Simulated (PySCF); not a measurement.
**C₃H₇F₃OSi: density, localisation and related maps**

Input file:

```
{"job": {"kind": "uv", "xc": "CAM-B3LYP", "basis": "def2-SVPD", "ip": true, "dynamic": true}, "charge": 0, "multiplicity": 1}
C     -0.973044     1.257965    -0.710140
C     -0.117344     0.029809    -0.489796
O      0.896728     0.323853     0.422469
Si     2.356911    -0.483403     0.592172
C     -0.942945    -1.143404     0.026922
F     -1.556028    -0.865982     1.173805
F     -1.873284    -1.495453    -0.864265
F     -0.158887    -2.210619     0.234435
H     -1.777800     1.054831    -1.429525
H     -1.413980     1.578549     0.244089
H     -0.344211     2.071355    -1.094850
H      0.300785    -0.319548    -1.455268
H      2.285240    -1.561350     1.617454
H      2.738516    -1.066422    -0.732217
H      3.351617     0.538334     1.019382
```

Command:

```sh
OMP_NUM_THREADS=1 python probes_run.py task.json out
```

Geometry: PBE0-D3(BJ)/def2-SVP.

Method: PySCF 2.14.0, CAM-B3LYP/def2-SVPD, SCF density, gas phase.

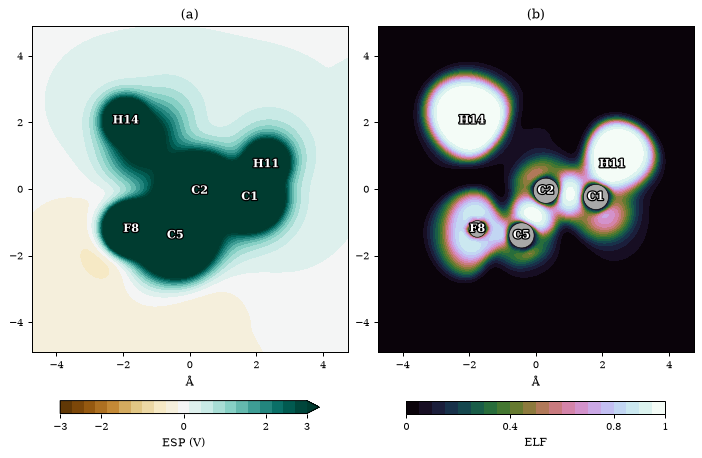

Figure 1. (a) electrostatic potential; (b) ELF on the plane of atoms C2, C5 and F8. Grey discs cover the atomic cores in the ELF map.

### What do the fields say about this system?

The section cuts through C, F and H sites. C–F (1.34 Å): the ELF peaks at about 0.85 between the atoms, as expected for a shared but strongly polarised pair. C–C (1.51 Å): the ELF peaks at about 0.95 between the atoms; a covalent bond. C–H (1.10 Å): the ELF climbs to about 1 towards the hydrogen, as it does in any bond to H: an ordinary covalent bond to hydrogen. The ELF also peaks beside F8, away from the bonds: lone-pair regions. Outside the dense part of the molecule the potential is most negative (−0.5 V) near F8.

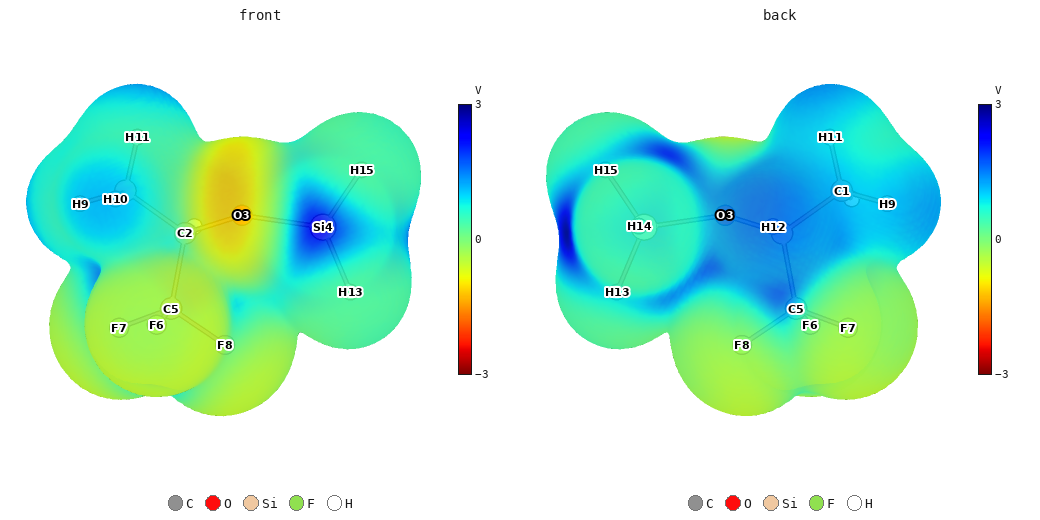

Figure 2. The electrostatic potential painted on the density surface at 0.004 e/bohr³, seen from the front and from behind; red is negative and blue positive.

### Where is the surface potential most negative and most positive?

The most negative region (about −1.1 V) lies over O3, the most positive (about +2.4 V) over Si4. O3 is the likeliest acceptor of a hydrogen bond.

### How polar is the molecule by this calculation?

Its dipole moment is 1.93 D.
